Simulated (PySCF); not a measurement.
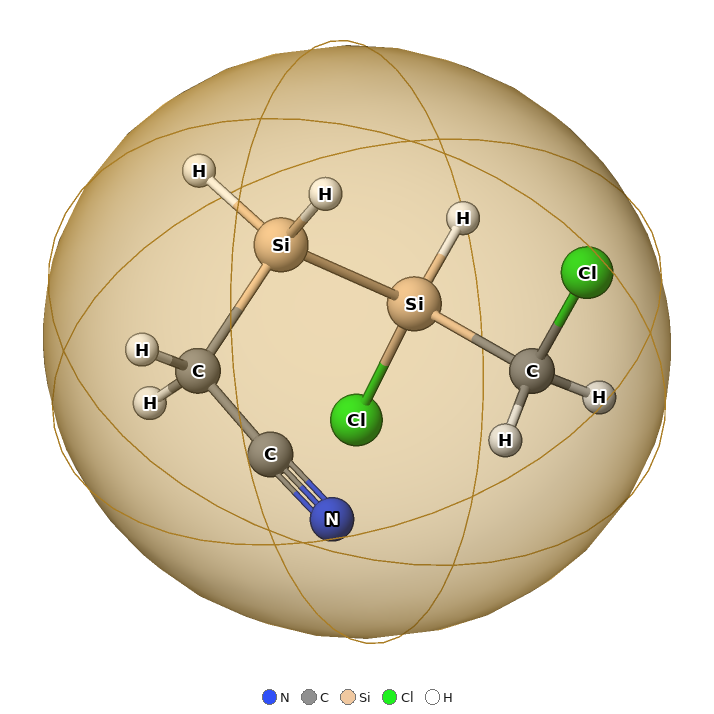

The ellipsoid shows the static dipole polarisability: its half-axes are proportional to the principal values. The geometry was computed by an optimisation with GFN2-xTB. No frequency run is at hand to confirm it as a minimum. Computed with CAM-B3LYP/def2-SVPD (PySCF 2.14.0).

**Give the principal values, the mean and the anisotropy.**

Principal values 110.3, 117.9, 122.3 bohr³; mean 116.8 bohr³ (17.31 Å³); anisotropy 10.5 bohr³, so the longest axis is 1.11 times the shortest.

The geometry is semi-empirical. Around Si such bond lengths and angles can be off by a tenth of an ångström or more and by several degrees, and values that hang on the shape move with them.
